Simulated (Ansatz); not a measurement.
# Si₂ (singlet): correlated methods under varied settings at distance Si1–Si2 = 6.323 Å

What do other methods and options give for Si₂ (singlet) at this geometry, and how long do they take?

Computed with Ansatz 0.2.0, Gaussian basis. Level: the settings change from run to run.

29 further runs of the same task are left out: 4 for a known fault of the program, 22 that didn't finish, 3 set aside as unsound or not needed.

### 1 The geometry

The geometry derives from a PBE0/def2-TZVP stationary point (not a proven minimum). One bond is set to the value named and the two fragments are kept rigid.

2 atoms, charge 0, spin multiplicity 1.

Atoms are counted from 1 here; the program's logs count them from 0.

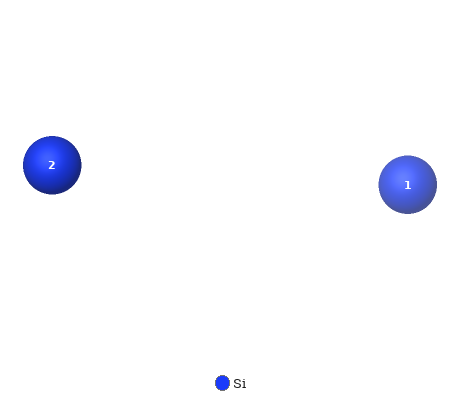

The geometry (silicon blue); atoms are numbered from 1 in the order of the file.

### 2 BCCD(T) on RHF/def2-SVP

The input, in.yaml:

```yaml
crystal:
  periodic: [false, false, false]
  atoms:
    - {symbol: Si, position_ang: [0.000000, 0.000000, 0.000000]}
    - {symbol: Si, position_ang: [0.000000, 0.000000, 6.323000]}
basis:
  gaussian: {orbitals: def2-SVP, fitting: {mean_field: def2-universal-jkfit}}
magnetization: {spin_polarized: false}
correlation: {method: bccd_t, electrons: all}
```

The run is started by

```sh
ansatz run in.yaml --threads 1 --pin off --events-out ev --progress --plain --max-ram 2393MiB
```

The program printed (excerpt; [...] marks lines left out):

```text
Functional definition: HF
  name "HF"
  cite "Fock, Z. Phys. 61, 126 (1930) doi:10.1007/BF01340294"
  parent pbe
[...]
256 factors; integrals over basis functions are off by at most 2.1e-3 eV
[...]
mean field -15711.30399921 eV, -577.3797724666 hartree, gradient 2.4e-6 eV, S^2 0.000000; 23 other end points of the search recorded, 0 dependent functions left out; unrestricted orbitals would lower it
determinant -15711.30399921 eV, -577.3797724666 hartree, with singles and doubles -15716.15037349 eV, -577.5578734365 hartree
determinant -15711.30063614 eV, -577.3796488762 hartree, with singles and doubles -15716.14687745 eV, -577.5577449595 hartree
determinant -15711.28063521 eV, -577.3789138553 hartree, with singles and doubles -15716.13555706 eV, -577.5573289426 hartree
determinant -15711.27224618 eV, -577.3786055644 hartree, with singles and doubles -15716.13183141 eV, -577.5571920274 hartree
determinant -15711.25269218 eV, -577.3778869682 hartree, with singles and doubles -15716.12396940 eV, -577.5569031041 hartree
determinant -15706.92472551 eV, -577.2188371266 hartree, with singles and doubles -15715.07275455 eV, -577.5182716707 hartree
determinant -15711.30399921 eV, -577.3797724666 hartree, with singles and doubles -15716.16563499 eV, -577.5584342862 hartree
determinant -15711.30063614 eV, -577.3796488762 hartree, with singles and doubles -15716.16420731 eV, -577.5583818200 hartree
determinant -15711.28063521 eV, -577.3789138553 hartree, with singles and doubles -15716.15593544 eV, -577.5580778343 hartree
determinant -15711.27224618 eV, -577.3786055644 hartree, with singles and doubles -15716.15258295 eV, -577.5579546325 hartree
determinant -15711.25269218 eV, -577.3778869682 hartree, with singles and doubles -15716.14568709 eV, -577.5577012144 hartree
[...]
unrestricted determinant -15714.75079117 eV, -577.5064397349 hartree, S^2 2.0178
reference -15711.30399921 eV, -577.3797724666 hartree; 14, 14 occupied and 22, 22 virtual orbitals, 256 factors
second order -3.29056102 eV of doubles, -0.00000000 eV of singles
cycle   1  -4.85871153 eV  change    2.9e-3 eV  update   3.1e-3
[...]
cycle   8  -4.85617659 eV  change   -2.1e-5 eV  update   1.1e-5
perturbative correction -0.18434142 eV, -0.0067744222 hartree
WARN: in the space of 8 natural orbitals, full CI finds another state of this spin 2.281 eV below this run's state, or below the method's energy where it doesn't find this run's state
Total energy: -15716.34451722 eV, -577.5650080868 hartree
```

Run time: 8.5 s. Hardware: 1 thread of Arm Neoverse V1, shared host.

From the report: correlation -5.0405 eV; largest double amplitude 0.34. The report marks this result as in doubt.

### 3 MRCISD+Q(relaxed)(4,7)/6-31G*

The input, in.yaml:

```yaml
crystal:
  periodic: [false, false, false]
  atoms:
    - {symbol: Si, position_ang: [0.000000, 0.000000, 0.000000]}
    - {symbol: Si, position_ang: [0.000000, 0.000000, 6.323000]}
basis:
  gaussian: {orbitals: "6-31G*"}
hamiltonian: {pseudopotentials: {relativity: none}}
correlation: {method: fic_mrcisd_q_relaxed, electrons: outside_noble_gas, active_space: {window: {electrons: 4, orbitals: 7}}}
```

The command is unchanged.

The program printed (excerpt; [...] marks lines left out):

```text
Functional definition: HF
  name "HF"
  cite "Fock, Z. Phys. 61, 126 (1930) doi:10.1007/BF01340294"
  parent pbe
[...]
330 factors; integrals over basis functions are off by at most 3.4e-4 eV
[...]
mean field -15715.68049378 eV, -577.5406056755 hartree, gradient 1.8e-6 eV, S^2 0.000000; 23 other end points of the search recorded, 0 dependent functions left out; unrestricted orbitals would lower it
reference -15715.64529631 eV, -577.5393121923 hartree; 14, 14 occupied and 24, 24 virtual orbitals, 330 factors
state -15718.95952776 eV, -577.6611079517 hartree
contracted CI cycle   1: correlation 0.00000000 eV, 0.0000000000 hartree, residual 1.04e1 eV
contracted CI cycle   2: correlation -2.87679840 eV, -0.1057203911 hartree, residual 1.90e0 eV
contracted CI cycle   3: correlation -2.98370036 eV, -0.1096489656 hartree, residual 5.62e-1 eV
contracted CI cycle   4: correlation -2.99288839 eV, -0.1099866196 hartree, residual 1.82e-1 eV
[...]
contracted CI cycle   7: correlation -2.99379172 eV, -0.1100198163 hartree, residual 1.17e-2 eV
contracted CI cycle   8: correlation -2.99379589 eV, -0.1100199698 hartree, residual 5.30e-3 eV
contracted CI cycle   9: correlation -2.99379677 eV, -0.1100200021 hartree, residual 3.18e-3 eV
contracted CI cycle  10: correlation -2.99379712 eV, -0.1100200148 hartree, residual 2.09e-3 eV
contracted CI cycle  11: correlation -2.99379728 eV, -0.1100200207 hartree, residual 1.49e-3 eV
contracted CI cycle  12: correlation -2.99379736 eV, -0.1100200238 hartree, residual 1.12e-3 eV
state -15718.95951334 eV, -577.6611074217 hartree; corrected -15722.24075045 eV, -577.7816906616 hartree
state -15718.95952776 eV, -577.6611079517 hartree; corrected -15722.24078188 eV, -577.7816918165 hartree
the orbitals are reached from a further start. From the first start the search ends at -15718.89099420 eV, -577.6585893899 hartree
WARN: 1 active orbitals are nearly empty or full. The corrections depend on them more than the energy does, and are more stable in an active space without them
Total energy: -15722.24078188 eV, -577.7816918165 hartree
```

It took 37 s on 1 thread of Arm Neoverse V1, shared host.

From the report: 441 determinants; active occupations 1.00, 1.00, 1.00, 1.00, 0.00, 0.00, 0.00. The report marks this result as in doubt.

### 4 CASSCF(8,6)/6-31++G**

The input, in.yaml:

```yaml
crystal:
  periodic: [false, false, false]
  atoms:
    - {symbol: Si, position_ang: [0.000000, 0.000000, 0.000000]}
    - {symbol: Si, position_ang: [0.000000, 0.000000, 6.323000]}
basis:
  gaussian: {orbitals: "6-31++G**", fitting: {mean_field: def2-universal-jkfit}}
correlation: {active_space: {window: {electrons: 8, orbitals: 6}}}
scf: {lower_state_search: full}
```

Launched as before.

The program printed (excerpt; [...] marks lines left out):

```text
Functional definition: HF
  name "HF"
  cite "Fock, Z. Phys. 61, 126 (1930) doi:10.1007/BF01340294"
  parent pbe
[...]
256 factors; integrals over basis functions are off by at most 3.6e-2 eV
[...]
mean field -15715.76449179 eV, -577.5436925456 hartree, gradient 4.5e-6 eV, S^2 0.000000; 23 other end points of the search recorded, 0 dependent functions left out
reference -15715.76449179 eV, -577.5436925456 hartree; 14, 14 occupied and 32, 32 virtual orbitals, 256 factors
state -15718.91075756 eV, -577.6593156798 hartree
[...]
Total energy: -15718.91075756 eV, -577.6593156798 hartree
```

Run time: 25 s. Hardware: 1 thread of Arm Neoverse V1, shared host.

From the report: 225 determinants; active occupations 2.00, 2.00, 1.01, 1.00, 1.00, 0.99.

### 5 CCSD(T) on RHF/pcseg-2

The input, in.yaml:

```yaml
crystal:
  periodic: [false, false, false]
  atoms:
    - {symbol: Si, position_ang: [0.000000, 0.000000, 0.000000]}
    - {symbol: Si, position_ang: [0.000000, 0.000000, 6.323000]}
basis:
  gaussian: {orbitals: pcseg-2}
magnetization: {spin_polarized: false}
correlation: {method: ccsd_t, electrons: outside_noble_gas}
scf: {lower_state_search: light}
```

Same command.

The program printed (excerpt; [...] marks lines left out):

```text
Functional definition: HF
  name "HF"
  cite "Fock, Z. Phys. 61, 126 (1930) doi:10.1007/BF01340294"
  parent pbe
[...]
431 factors; integrals over basis functions are off by at most 1.5e-4 eV
[...]
mean field -15716.64793070 eV, -577.5761583265 hartree, gradient 3.3e-6 eV, S^2 0.000000; 23 other end points of the search recorded, 0 dependent functions left out; unrestricted orbitals would lower it
[...]
determinant -15716.64793070 eV, -577.5761583265 hartree, with singles and doubles -15721.44946671 eV, -577.7526115206 hartree
determinant -15716.64410322 eV, -577.5760176693 hartree, with singles and doubles -15721.41950847 eV, -577.7515105752 hartree
determinant -15716.62122940 eV, -577.5751770720 hartree, with singles and doubles -15721.39117735 eV, -577.7504694260 hartree
determinant -15716.61101980 eV, -577.5748018762 hartree, with singles and doubles -15721.38542796 eV, -577.7502581399 hartree
[...]
determinant -15712.58581802 eV, -577.4268784391 hartree, with singles and doubles -15720.29755712 eV, -577.7102796238 hartree
determinant -15712.58581802 eV, -577.4268784391 hartree, with singles and doubles -15722.36511898 eV, -577.7862611206 hartree
unrestricted determinant -15719.91966828 eV, -577.6963924650 hartree, S^2 2.0163
10 core orbitals not correlated: weight in the atoms' cores, before any rotation towards them, 1.000 or more for the frozen orbitals, at most 0.000 for the correlated occupied ones
reference -15712.58581802 eV, -577.4268784391 hartree; 4, 4 occupied and 54, 54 virtual orbitals, 431 factors
second order -14.01947315 eV of doubles, -0.00000000 eV of singles
cycle   1  -6.52124413 eV  change    -1.3e0 eV  update   1.6e-1
[...]
cycle  28  -9.77929412 eV  change    3.2e-6 eV  update   2.1e-6
perturbative correction -2.75577422 eV, -0.1012728347 hartree
WARN: the results are in doubt because among natural orbitals full CI differs from the method by +0.897 eV
Total energy: -15725.12088637 eV, -577.8875337042 hartree
In doubt: among natural orbitals full CI differs from the method by +0.897 eV
```

Wall time 22 s (1 thread of Arm Neoverse V1, shared host).

From the report: correlation -12.5351 eV; T1 0.068; largest double amplitude 0.77. Mind the lines of doubt at the end of the log.

### 6 MP2 on UHF/6-31++G**

The input, in.yaml:

```yaml
crystal:
  periodic: [false, false, false]
  atoms:
    - {symbol: Si, position_ang: [0.000000, 0.000000, 0.000000]}
    - {symbol: Si, position_ang: [0.000000, 0.000000, 6.323000]}
basis:
  gaussian: {orbitals: "6-31++G**"}
magnetization: {spin_polarized: true, initial_magnetization: 0}
hamiltonian: {pseudopotentials: {relativity: scalar}}
correlation: {method: mp2, electrons: outside_noble_gas}
accuracy: high
scf: {lower_state_search: light}
output: {forces: true}
```

The command is unchanged.

The program printed (excerpt; [...] marks lines left out):

```text
Functional definition: HF
  name "HF"
  cite "Fock, Z. Phys. 61, 126 (1930) doi:10.1007/BF01340294"
  parent pbe
[...]
670 factors; integrals over basis functions are off by at most 3.6e-9 eV
[...]
mean field -15748.71665263 eV, -578.7546621208 hartree, gradient 9.2e-8 eV, S^2 2.012199; 27 other end points of the search recorded, 0 dependent functions left out
10 core orbitals not correlated: weight in the atoms' cores, before any rotation towards them, 1.000 or more for the frozen orbitals, at most 0.000 for the correlated occupied ones
reference -15748.71665263 eV, -578.7546621208 hartree; 4, 4 occupied and 32, 32 virtual orbitals, 670 factors
second order -2.21767534 eV of doubles, -0.00000000 eV of singles
[...]
Total energy: -15750.93432797 eV, -578.8361601862 hartree
Relativity: scalar
Atom 0 at     0.000000     0.000000     0.000000 Å, force    -0.000000    -0.000000     0.007319 eV/Å
Atom 1 at     0.000000     0.000000     6.323000 Å, force     0.000000     0.000000    -0.007319 eV/Å
Dipole moment:    -0.000000    -0.000000     0.011410 e Å
```

It took 11 s on 1 thread of Arm Neoverse V1, shared host.

From the report: ⟨S²⟩ of the determinant 2.012 (pure singlet: 0.00). The determinant is far from a pure spin state, so its energy mixes those of several spin states (harmless only where they are near-degenerate, as at dissociation).

### 7 The runs in one table

 † marks a result that the program doubts.

| level | correlated | functions | energy (eV) | time |
| --- | --- | --- | --- | --- |
| BCCD(T) on RHF/def2-SVP † | all | 36 | -15716.3445 | 8.5 s |
| MRCISD+Q(relaxed)(4,7)/6-31G* † | outside noble gas | 38 | -15722.2408 | 37 s |
| CASSCF(8,6)/6-31++G** |  | 46 | -15718.9108 | 25 s |
| CCSD(T) on RHF/pcseg-2 † | outside noble gas | 68 | -15725.1209 | 22 s |
| MP2 on UHF/6-31++G** (relativity set) | outside noble gas | 46 | -15750.9343 | 11 s |

### 8 What came out

```
quantity                                  value
    runs                                      5
quickest       BCCD(T) on RHF/def2-SVP †, 8.5 s
 slowest  MRCISD+Q(relaxed)(4,7)/6-31G* †, 37 s
```

**Reading.** Total energies in different bases, with other cores or another treatment of relativity can't be set against each other. MRCISD+Q(relaxed)(4,7)/6-31G* † took 4 times as long as BCCD(T) on RHF/def2-SVP †; the jobs differ in more than the method.
